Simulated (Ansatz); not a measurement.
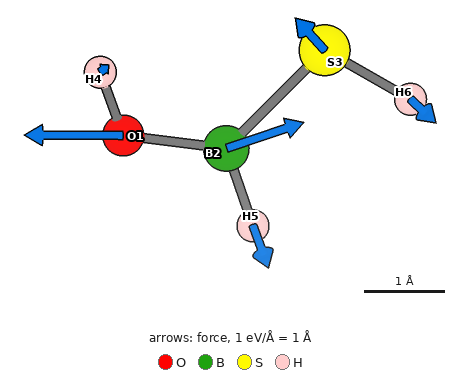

Starting geometry of BH3SO with the computed forces as blue arrows. Style: ball-and-stick. Shown at a tilt.

The start comes from GFN2-xTB.

The calculation used RKS PBE0-D4/def2-TZVP in Ansatz.

Input
```yaml
crystal:
  periodic: [false, false, false]
  atoms:
    - {symbol: O, position_ang: [-1.088600, -0.089350, -0.985490]}
    - {symbol: B, position_ang: [0.050350, 0.169860, -0.362550]}
    - {symbol: S, position_ang: [0.358980, -0.380870, 1.336680]}
    - {symbol: H, position_ang: [-1.767610, -0.583060, -0.521890]}
    - {symbol: H, position_ang: [0.868260, 0.770930, -0.940920]}
    - {symbol: H, position_ang: [1.578620, 0.112490, 1.474170]}
basis:
  gaussian: {orbitals: def2-TZVP}
hamiltonian: {xc: pbe0, dispersion: d4}
relax: {f_tol: 0.005, max_steps: 150}
```

Command:
```bash
ansatz run in.yaml --threads 2 --pin off --events-out ev --progress --plain --max-ram 32768MiB --backend cpu
```

**What follows when this structure is relaxed?**

It isn't relaxed: the largest force vector, on O1, is 1.27 eV/Å. The final displacements follow the starting forces only in part (cosine between the two patterns 0.62). The largest move after the best rigid fit is that of H4, 0.030 Å. Largest moves by element: H 0.030 Å, S 0.026 Å, O 0.023 Å, B 0.006 Å. Near-neighbour distances that change, for instance: O1–B2 1.324 → 1.351 Å, B2–H5 1.168 → 1.193 Å, S3–H6 1.323 → 1.340 Å. Among the angles between lasting bonds that change: B2–O1–H4 118.8° → 115.3°, B2–S3–H6 98.1° → 96.0°. The energy falls by 3.36 kJ/mol in 5 geometry steps. The largest force component goes from 1 to 0.0011 eV/Å. The run took of the order of 17 core-seconds on a shared host.
